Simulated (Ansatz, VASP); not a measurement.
## Cross-check of P between VASP and Ansatz

One calculation is typed for both programs; each brings its own data sets and cutoff. How far apart do they land? The cell comes out of the VASP series on this material, whose earlier steps may have relaxed, scaled or displaced it; both programs get it as it stands.

Method: plane waves, with VASP 6.6.1 beside it; relaxation of cell and atoms at r2SCAN, in Ansatz 0.2.0.

**1. Starting point**

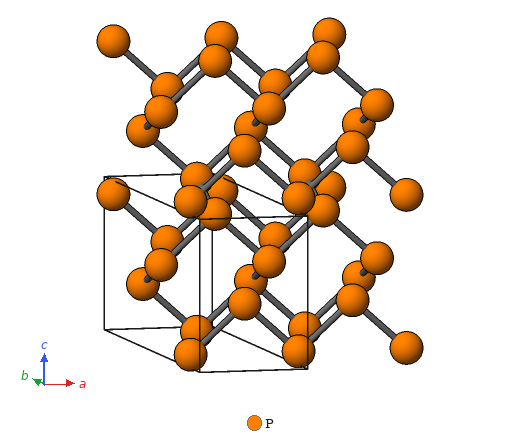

The cell as given, slightly off an axis (phosphorus orange). 2×1×2 cells are drawn. This picture shows the conventional cell, with its axes. Some periodic images of atoms are drawn too.

**2. VASP: relaxation of cell and atoms, r2SCAN**

The relaxed volume is the usual yardstick between codes: its relative difference is about their pressure difference at one cell divided by the bulk modulus.

Lines of VASP's logs that name or quote its potential files are left out, and so is its time.

Input file INCAR:

```
SYSTEM = P
PREC = Accurate
ENCUT = 520
EDIFF = 1E-07
NELM = 100
ISMEAR = 0
SIGMA = 0.03
LREAL = .FALSE.
ALGO = Normal
METAGGA = R2SCAN
LASPH = .TRUE.
NBANDS = 16
LORBIT = 11
LWAVE = .FALSE.
LCHARG = .FALSE.
KPAR = 4
IBRION = 2
NSW = 50
ISIF = 3
EDIFFG = -0.005
```

Input file POSCAR:

```
P
1.0
    1.6469069455     -5.4940621995      0.0000000000
    1.6469069455      5.4940621995      0.0000000000
    0.0000000000      0.0000000000      4.5464824547
P
4
Direct
    0.4046905104      0.5953094896      0.4110653198
    0.0953094896      0.9046905104      0.9110653198
    0.5953094896      0.4046905104      0.5889346802
    0.9046905104      0.0953094896      0.0889346802
```

Input file KPOINTS:

```
Automatic mesh
0
Gamma
8 8 6
0 0 0
```

The projector-augmented-wave data sets are P (PBE family, release 64).

On the command line:

```sh
$ mpirun -np 4 vasp_std
```

Numbers of over 12 decimals in the logs are rounded to 6 here.

Log:

```text
[banner, memory and clock lines left out]
running    4 mpi-ranks, on    1 nodes
 distrk:  each k-point on    1 cores,    4 groups
 distr:  one band on    1 cores,    1 groups

 POSCAR found type information on POSCAR P
 POSCAR found :  1 types and       4 ions
|                                                                             |
|               ----> ADVICE to this user running VASP <----                  |
|                                                                             |
|     You enforced a specific xc type in the INCAR file but a different       |
|     [... a line on the potential file left out ...]
|     I HOPE YOU KNOW WHAT YOU ARE DOING!                                     |
|                                                                             |

 LDA part: xc-table for (None), standard interpolation
 POSCAR, INCAR and KPOINTS ok, starting setup
 FFT: planning ... GRIDC
 FFT: planning ... GRID_SOFT
 FFT: planning ... GRID
 WAVECAR not read
 entering main loop
       N       E                     dE             d eps       ncg     rms          rms(c)
DAV:   1     0.459126372548E+02    0.45913E+02   -0.85814E+03  2688   0.108E+03
DAV:   2    -0.360714323244E+02   -0.81984E+02   -0.78906E+02  3680   0.164E+02
DAV:   3    -0.397144886225E+02   -0.36431E+01   -0.36293E+01  3688   0.378E+01
DAV:   4    -0.397522826135E+02   -0.37794E-01   -0.37782E-01  3488   0.454E+00
DAV:   5    -0.397530949291E+02   -0.81232E-03   -0.81227E-03  3680   0.621E-01    0.115E+01
DAV:   6    -0.359030643085E+02    0.38500E+01   -0.45965E-01  3072   0.507E+00    0.764E+00
DAV:   7    -0.359254725151E+02   -0.22408E-01   -0.18045E-01  3264   0.293E+00    0.953E-01
DAV:   8    -0.359213825937E+02    0.40899E-02   -0.13507E-02  3200   0.761E-01    0.307E-01
DAV:   9    -0.359217207869E+02   -0.33819E-03   -0.10551E-03  3720   0.218E-01    0.989E-02
DAV:  10    -0.359217883246E+02   -0.67538E-04   -0.87570E-05  3312   0.682E-02    0.506E-02
DAV:  11    -0.359218139056E+02   -0.25581E-04   -0.38346E-05  3256   0.575E-02    0.113E-02
DAV:  12    -0.359218154236E+02   -0.15180E-05   -0.10843E-06  3776   0.742E-03    0.510E-03
DAV:  13    -0.359218161606E+02   -0.73696E-06   -0.19441E-07  2488   0.319E-03    0.959E-04
DAV:  14    -0.359218162476E+02   -0.87012E-07   -0.23799E-08  1848   0.119E-03
   1 F= -.35921816E+02 E0= -.35921816E+02  d E =-.359218E+02
 curvature:   0.00 expect dE= 0.000E+00 dE for cont linesearch  0.000E+00
 trial: gam= 0.00000 g(F)=  0.491E-05 g(S)=  0.426E-05 ort = 0.000E+00 (trialstep = 0.100E+01)
 search vector abs. value=  0.917E-05
 bond charge predicted
       N       E                     dE             d eps       ncg     rms          rms(c)
DAV:   1    -0.359218240907E+02   -0.79301E-05   -0.24839E-04  3064   0.845E-02    0.120E-02
DAV:   2    -0.359218235503E+02    0.54042E-06   -0.13061E-05  3528   0.242E-02    0.748E-03
DAV:   3    -0.359218228874E+02    0.66285E-06   -0.97424E-07  3392   0.635E-03    0.292E-03
DAV:   4    -0.359218225708E+02    0.31658E-06   -0.35217E-07  3072   0.393E-03    0.195E-03
DAV:   5    -0.359218221774E+02    0.39343E-06   -0.30184E-08  1640   0.145E-03    0.180E-04
DAV:   6    -0.359218221658E+02    0.11608E-07   -0.48380E-09  1472   0.584E-04
   2 F= -.35921822E+02 E0= -.35921822E+02  d E =-.591822E-05
 trial-energy change:   -0.000006  1 .order   -0.000006   -0.000009   -0.000003
 step:   1.5282(harm=  1.5282)  dis= 0.00027  next Energy=   -35.921823 (dE=-0.701E-05)
 reached required accuracy - stopping structural energy minimisation
```

OUTCAR, selected parts (step 2):

```text
ion  position               nearest neighbor table
   1  0.405  0.595  0.411-   4 2.20   4 2.20   3 2.25
   2  0.095  0.905  0.911-   3 2.20   3 2.20   4 2.25
   3  0.595  0.405  0.589-   2 2.20   2 2.20   1 2.25
   4  0.905  0.095  0.089-   1 2.20   1 2.20   2 2.25

  LATTYP: Found a base centered orthorhombic cell.
 ALAT       =     3.2938138910
 B/A-ratio  =     3.3359882381
 C/A-ratio  =     1.3803094544

 Subroutine GETGRP returns: Found  8 space group operations
 (whereof  4 operations were pure point group operations)

The static configuration has the point symmetry C_2h.
 The point group associated with its full space group is D_2h.

 Found     84 irreducible k-points:

   k-points           NKPTS =     84   k-points in BZ     NKDIM =     84   number of bands    NBANDS=     16

   dimension x,y,z NGX =    48 NGY =   48 NGZ =   36
   dimension x,y,z NGXF=    96 NGYF=   96 NGZF=   72

   ENCUT  =  520.0 eV  38.22 Ry    6.18 a.u.  10.66 10.66  8.45*2*pi/ulx,y,z

   NELECT =      20.0000    total number of electrons

 k-points in reciprocal lattice and weights: Automatic mesh
   0.00000000  0.00000000  0.00000000       0.003
   0.12500000  0.00000000  0.00000000       0.010
   0.25000000  0.00000000  0.00000000       0.010
   0.37500000 -0.00000000  0.00000000       0.010
   0.50000000  0.00000000  0.00000000       0.005
   0.12500000  0.12500000  0.00000000       0.005
   0.25000000  0.12500000  0.00000000       0.010
   0.37500000  0.12500000  0.00000000       0.010
   0.50000000  0.12500000  0.00000000       0.010
[...]
-0.37500000  0.37500000  0.50000000       0.005
   0.50000000  0.50000000  0.50000000       0.003

 average (electrostatic) potential at core
       1 -86.8515       2 -86.8515       3 -86.8515       4 -86.8515

 E-fermi :   5.8496

 k-point     1 :       0.0000    0.0000    0.0000
  band No.  band energies     occupation
    ...
      6       0.6279      2.00000
      7       1.4036      2.00000
      8       2.8326      2.00000
      9       2.9762      2.00000
     10       4.4769      2.00000
     11       6.4385      0.00000
     12       6.9947      0.00000
     13       7.9023      0.00000
     14       8.7371      0.00000
     15      11.4771      0.00000
    ...

 k-point     2 :       0.1250    0.0000    0.0000
  band No.  band energies     occupation
    ...
      6       0.4839      2.00000
      7       0.7759      2.00000
      8       2.2269      2.00000
      9       2.9194      2.00000
     10       4.5708      2.00000
     11       6.6411      0.00000
     12       7.8805      0.00000
     13       8.4502      0.00000
     14       9.2840      0.00000
     15      10.4491      0.00000
    ...

 k-point     3 :       0.2500    0.0000    0.0000
  band No.  band energies     occupation
    ...
      6      -0.5748      2.00000
      7       1.1817      2.00000
      8       1.9705      2.00000
      9       3.0300      2.00000
     10       4.4749      2.00000
     11       6.5282      0.00000
     12       7.3619      0.00000
     13       8.5466      0.00000
     14       8.7879      0.00000
     15      10.0163      0.00000
    ...

  Total       -0.0054545      0.0066394      0.0056941      0.0000000      0.0000000      0.0000000
  in kB       -0.1061816      0.1292493      0.1108475      0.0000000      0.0000000      0.0000000
  external PRESSURE =       0.0446384 kB  Pullay stress =       0.0000000 kB

  energy-cutoff  :      520.00
  volume of cell :       82.30
      direct lattice vectors                 reciprocal lattice vectors
     1.647232777 -5.494209856  0.000000000     0.303539370 -0.091004897 -0.000000000
     1.647232777  5.494209856  0.000000000     0.303539370  0.091004897  0.000000000
     0.000000000 -0.000000000  4.546971387     0.000000000  0.000000000  0.219926609

 POSITION                                       TOTAL-FORCE (eV/Angst)
 -----------------------------------------------------------------------------------
      1.64723      1.04712      1.86894         0.000000     -0.002465     -0.002570
      1.64723      4.44709      4.14242         0.000000      0.002465     -0.002570
      1.64723     -1.04712      2.67803         0.000000      0.002465      0.002570
      1.64723     -4.44709      0.40455         0.000000     -0.002465      0.002570
 -----------------------------------------------------------------------------------
    total drift:                                0.000000      0.000000      0.000000

  FREE ENERGIE OF THE ION-ELECTRON SYSTEM (eV)
  ---------------------------------------------------
  free  energy   TOTEN  =       -35.9218221658 eV

  energy  without entropy=      -35.9218221658  energy(sigma->0) =      -35.92182217

 reached required accuracy - stopping structural energy minimisation

 total charge
# of ion       s       p       d       tot
------------------------------------------
    1        1.069   1.402   0.000   2.471
    2        1.069   1.402   0.000   2.471
    3        1.069   1.402   0.000   2.471
    4        1.069   1.402   0.000   2.471
--------------------------------------------------
tot          4.275   5.608   0.000   9.882

[... 3 further parts left out ...]
```

**3. Ansatz: relaxation of cell and atoms, r2SCAN**

Ansatz runs on its default PAW (the set named soft_2) files.

The same cell, functional, mesh and smearing now go to Ansatz, which takes its cutoff from its data sets.

Input file input.yaml:

```yaml
crystal:
  lattice:
    - [1.6469069455, -5.4940621995, 0.0]
    - [1.6469069455, 5.4940621995, 0.0]
    - [0.0, 0.0, 4.5464824547]
  atoms:
    - { symbol: P, position: [0.4046905104, 0.5953094896, 0.4110653198] }
    - { symbol: P, position: [0.0953094896, 0.9046905104, 0.9110653198] }
    - { symbol: P, position: [0.5953094896, 0.4046905104, 0.5889346802] }
    - { symbol: P, position: [0.9046905104, 0.0953094896, 0.0889346802] }
hamiltonian:
  xc: r2scan
  pseudopotentials: { kind: paw }
kpoints:
  mp_grid: { grid: [8, 8, 6] }
scf:
  occupations: { method: gaussian, width: 0.03 }
relax:
  f_tol: 0.01
  max_steps: 60
  cell: { stress_tol: 0.05 }
output:
  forces: true
  stress: true
```

On the command line:

```sh
$ ansatz run input.yaml --threads 4 --pin off --max-ram 9216MiB --backend cpu --events-out ev --progress --plain --runs-dir out
```

Log:

```text
Engine: ansatz 0.2.0, aarch64-unknown-linux-gnu
Pseudopotentials: kind: paw
Pseudopotential: P, paw, valence charge 5, recommended cutoff 500 eV (meta_gga), P.paw.azcp
Functional definition: r2SCAN
  parameter k0 = 0.174
  parameter k1 = 0.065
  parameter a1 = 4.9479
  exchange = r2scan_x(k0 = k0, k1 = k1, a1 = a1)
  correlation = r2scan_c
Crystal: 4 atoms, lattice volume = 82.275 Å³
Basis set: ecut = 500 eV, 2103 PW (Γ), exchange–correlation on 180×180×144 points (64 copies of the dense FFT grid, shifted against one another)
Bands: 14, of which v1, the nominal top of the filled ones, is band 10 counted from 1 (9 counted from 0)
Symmetry: 8 space group operations
Space group: Cmce (ITA 64), of the structure as read, at distance tolerance 4.3e-5 Å
k-points: 84 of 384
Non-local potential: P, projectors of the file, l = 0: 2, l = 1: 2, l = 2: 2
PAW form: soft (Blöchl's): semilocal exchange-correlation on the pseudo side does not see the compensation charge
PAW frozen core: P, regenerated for the run's functional (the file was generated under x = pbe(κ = 0.804, μ = 0.219515), c = pbe(β = 0.066725))
PAW one-centre angular grid: P, 302 points (default); XC on 160 Gauss nodes
Initial density: superposition of atomic densities (neutral atoms: chi_scale 0, normalization atom), corrected by the library's trained network
Initial wavefunctions: pseudopotential atomic-orbital guess
Functional: x = r2scan, c = r2scan; τ floored in thin density (d = 2e-4 eV/Å³)
SCF iter   1: F=—  HF=-3036.622985 eV  |F-HF|=—  |Δ(HF+E_count)|=         —  Δρ=4.62e-3  dr2=2.08e-2  dr2_τ=3.36e-2  ethr=1.77e-3  ⟨swp⟩=7.5  Hψ=8765  notcnv=0
preconditioner: auto → none  [insulator: Δε(μ)=0.224 eV  Ē_g=9.471 eV  σ=0.030 eV  W_gap=1.00  n_scr=12 (ndim 8)  ℏωp=18.3 eV  f_vac=0.000  D(μ)=0.00/eV (n_scr^D=0)  ε∞_Penn≈4.7]
SCF iter   2: F=—  HF=-3036.653823 eV  |F-HF|=—  |Δ(HF+E_count)|=   3.08e-2  Δρ=2.27e-3  dr2=3.39e-3  dr2_τ=1.22e-4  ethr=1.04e-4  ⟨swp⟩=3.7  Hψ=3429  notcnv=0
SCF iter   3: F=—  HF=-3036.653738 eV  |F-HF|=—  |Δ(HF+E_count)|=   8.43e-5  Δρ=1.08e-3  dr2=7.64e-4  dr2_τ=2.09e-5  ethr=1.69e-5  ⟨swp⟩=2.0  Hψ=1777  notcnv=0
SCF iter   4: F=—  HF=-3036.653742 eV  |F-HF|=—  |Δ(HF+E_count)|=   3.91e-6  Δρ=2.53e-4  dr2=3.97e-5  dr2_τ=1.67e-6  ethr=3.82e-6  ⟨swp⟩=2.1  Hψ=1786  notcnv=0
SCF iter   5: F=—  HF=-3036.653766 eV  |F-HF|=—  |Δ(HF+E_count)|=   2.40e-5  Δρ=5.02e-5  dr2=1.55e-6  dr2_τ=5.98e-8  ethr=1.98e-7  ⟨swp⟩=2.8  Hψ=2459  notcnv=0
SCF iter   6: F=-3036.653767 eV  HF=-3036.653767 eV  |F-HF|=2.38e-8  |Δ(HF+E_count)|=   9.78e-7  Δρ=6.96e-6  dr2=2.65e-8  dr2_τ=1.10e-9  ethr=5.00e-10  ⟨swp⟩=4.1  Hψ=5741  notcnv=0
SCF 1 converged in 6 iterations: F = -3036.653767 eV  dr2 = 2.65e-8
  greatest PAW one-centre occupation: 0.805 electrons in one spin orbital (limit 2), on the P atom at site 3 (counted from 0), in its partial waves of l = 0
relax step   1: F+E_penalty+E_count = -3036.65376738 eV  Δ(F+E_penalty+E_count) = +0.000e0 eV  max|allowed force component| = 7.673e-2 eV/Å  Δτ_max = 0.0000 Å  P = +0.660 GPa  Ω = 82.275 Å³  (6 SCF iters, dr2 threshold 1.00e-7 eV, accepted)
[...]
relax step   2: F+E_penalty+E_count = -3036.65501392 eV  Δ(F+E_penalty+E_count) = -1.247e-3 eV  max|allowed force component| = 3.710e-2 eV/Å  Δτ_max = 0.0002 Å  P = +0.239 GPa  Ω = 82.732 Å³  energy of the carried Pulay correction = -4.516e-5 eV  (4 SCF iters, dr2 threshold 4.00e-7 eV, accepted)
[...]
relax step   3: F+E_penalty+E_count = -3036.65524632 eV  Δ(F+E_penalty+E_count) = -2.324e-4 eV  max|allowed force component| = 5.190e-3 eV/Å  Δτ_max = 0.0022 Å  P = +0.019 GPa  Ω = 82.846 Å³  energy of the carried Pulay correction = -5.634e-5 eV  (3 SCF iters, dr2 threshold 1.60e-7 eV, accepted)
[...]
relax step   4: F+E_penalty+E_count = -3036.65526043 eV  Δ(F+E_penalty+E_count) = -1.410e-5 eV  max|allowed force component| = 4.423e-3 eV/Å  Δτ_max = 0.0004 Å  P = -0.036 GPa  Ω = 82.897 Å³  energy of the carried Pulay correction = -6.137e-5 eV  (5 SCF iters, dr2 threshold 3.58e-8 eV, accepted)
[...]
relax step   5: F+E_penalty+E_count = -3036.65527698 eV  Δ(F+E_penalty+E_count) = -1.655e-5 eV  max|allowed force component| = 5.382e-5 eV/Å  Δτ_max = 0.0004 Å  P = -0.001 GPa  Ω = 82.835 Å³  energy of the carried Pulay correction = -5.524e-5 eV  (4 SCF iters, dr2 threshold 1.28e-8 eV, accepted)
[...]
relax step   6: F+E_penalty+E_count = -3036.65533179 eV  Δ(F+E_penalty+E_count) = -5.482e-5 eV  max|allowed force component| = 7.155e-5 eV/Å  Δτ_max = 0.0000 Å  P = -0.001 GPa  Ω = 82.835 Å³  stress off target by 1.99e-3 GPa  SCF on the basis re-selected at this cell (its energy is not comparable with the rows above)  (5 SCF iters)
basis re-selected at this cell: Δ(F+E_penalty+E_count) = -5.482e-5 eV, ΔP = -0.000 GPa vs the last step (what re-selecting the basis moved, of the pressure what is left beyond the Pulay correction that the steps carried, after the strain that the cell walked since its last selection, with what the two solves' SCF thresholds leave and, on support functions, any second-order correction that the steps lacked; it is no m [...]
SCF converged after 5 iterations
Free energy (F): -3036.655332 eV
Harris-Foulkes:  -3036.655332 eV  (|F-HF|=1.82e-12)
Internal energy: -3036.655332 eV  (E = F + TS)
E sigma→0 (E₀):  -3036.655332 eV
Fermi energy:    6.745138 eV
--- Per-component energies (eV) ---
  E_band       = -9.977436
  E_kinetic    = 279.283965
  E_local      = -345.464574  (includes V_loc(G=0)·N_el)
  E_nonlocal   = 133.176100
  E_hartree    = 100.884683
  E_xc         = -232.579301
  E_vxc        = -259.467860  (∫ρ·V_xc dr)
  E_paw        = -2303.039980  (= ΣΔE_a)
  E_vpaw       = -31.346676  (= ΣTr[D̂ρ^β])
  E_aug_tail   = 0.000002  (compensation charges beyond the density's cutoff)
  E_vtau       = 12.072222  (kinetic-family band-sum trace: ∫τ·v_τ [+ j·A + Jᵃ·Aᵃ] dr)
  E_ewald      = -668.552858
  E_core_change = -0.363369  (= ΣΔE_core)
  E_smearing   = -0.000000  (= −TS)
  E_closure    = 0.000000  (closes the sum)
  Σ components = -3036.655332   (vs F -3036.655332, Δ=0.00e0)
--- Forces (eV/Å), atoms counted from 1 ---
  atom   1  P      0.00000000     0.00006184     0.00007155
  atom   2  P      0.00000000    -0.00006184     0.00007155
  atom   3  P      0.00000000    -0.00006184    -0.00007155
  atom   4  P      0.00000000     0.00006184    -0.00007155
  max |Σ_I F_I| component: 8.67e-19 eV/Å
--- Stress (GPa, compression-positive) ---
       -0.001990       0.000000       0.000000
        0.000000      -0.000328       0.000000
        0.000000       0.000000      -0.000490
  P = ⅓ Tr σ = -0.0009 GPa (-0.009 kbar)
--- Relaxed structure (5 steps of the walk, 5 accepted, 1 SCFs on fresh bases) ---
  F+E_penalty+E_count = -3036.65533179 eV   max|allowed force component| = 7.155e-5 eV/Å   (the final SCF, on the basis selected at the relaxed cell)
  cell:  # Å, volume = 82.8349 Å³
    - [1.650465, -5.508672, 0.0]
    - [1.650465, 5.508672, 0.0]
    - [0.0, 0.0, 4.555434]
  atoms:
    - { symbol: P, position: [0.404599, 0.595401, 0.411533] }
    - { symbol: P, position: [0.095401, 0.904599, 0.911533] }
    - { symbol: P, position: [0.595401, 0.404599, 0.588467] }
    - { symbol: P, position: [0.904599, 0.095401, 0.088467] }
```

Elapsed: 18 s, on 4 threads of Arm Neoverse V1, shared host; peak memory 0.78 GiB; 70 s of CPU time.

**4. Comparison**

Known differences besides the PAW data sets themselves: VASP keeps PBE cores, Ansatz makes them for the functional; both relaxations stop at a tolerance, which leaves soft axes loose, and VASP keeps its plane-wave basis; the cutoff is 500 eV in Ansatz and 520 eV in VASP; Ansatz adds a Pulay correction to the stress that steers its cell, VASP none. Total energies have different zeros and are not compared.

Compared:

```
                                         quantity  Ansatz   VASP  difference
                                      volume (Å³)   82.83  82.30     +0.65 %
edge a after relaxation, in the typed setting (Å)   5.751  5.736     +0.26 %
edge c after relaxation, in the typed setting (Å)   4.555  4.547     +0.18 %
```

The walks stopped with 0.00 GPa left in Ansatz and 0.00 GPa in VASP; each walk ends within a tolerance, so the volume difference is uncertain by about these residues over the bulk modulus, most in soft cells.

**5. Results**

```
difference in volume (relaxation of cell and atoms, r2SCAN) : 0.65 %
```

In words: The difference in volume is 0.65 % (relaxation of cell and atoms, r2SCAN), within the 1.2 % picked in this series as the mark of a large difference, as far as the stopping tolerances let one tell. Differences of this kind measure data sets and numerical settings, not the functional's error against experiment.

[Lines on the potential files, build, host, timing and source positions are cut from VASP's logs without a mark.]

[Logs are printed without paths, hosts, clocks, repeated set-up lines and the standing remarks that a program may print on its own settings, such as how far it seeks lower states.]

[Hosts, paths, dates, database ids (printed as entryN), source tags and the programs' standing remarks are cut or masked in the printed files.]
